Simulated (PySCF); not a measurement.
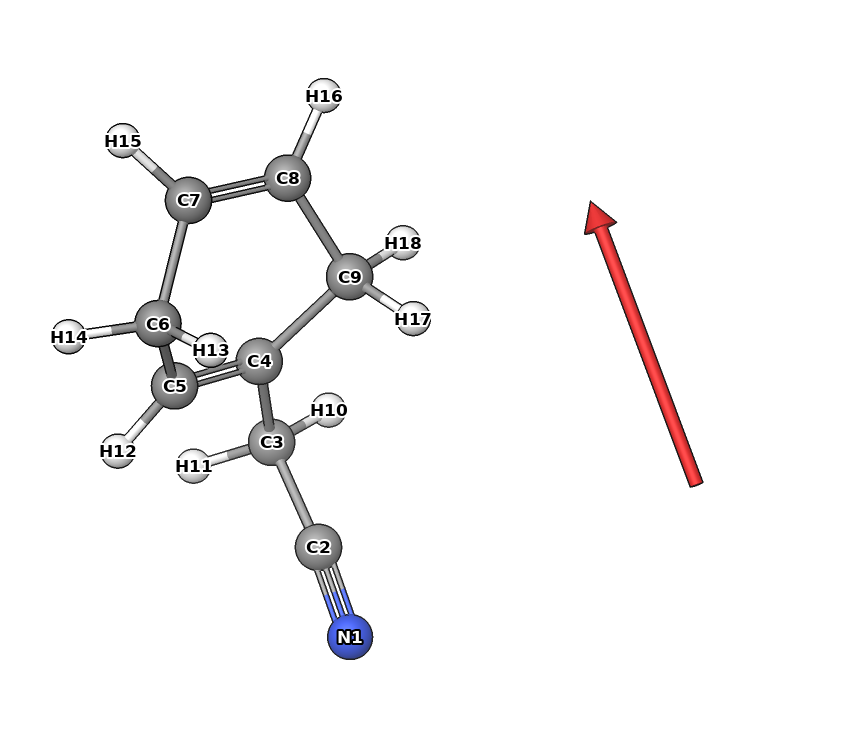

The arrow beside the molecule shows the direction of the dipole moment, from the negative to the positive end (its length means nothing). Geometry: a frame of a GFN2-xTB molecular-dynamics simulation, not a minimum. Method: PBE0/pcSseg-1, gas phase (PySCF 2.14.0).

### How large is the dipole moment?

3.63 D; it points from the side of N1 to the side of H15 (the outermost atoms at the two ends).
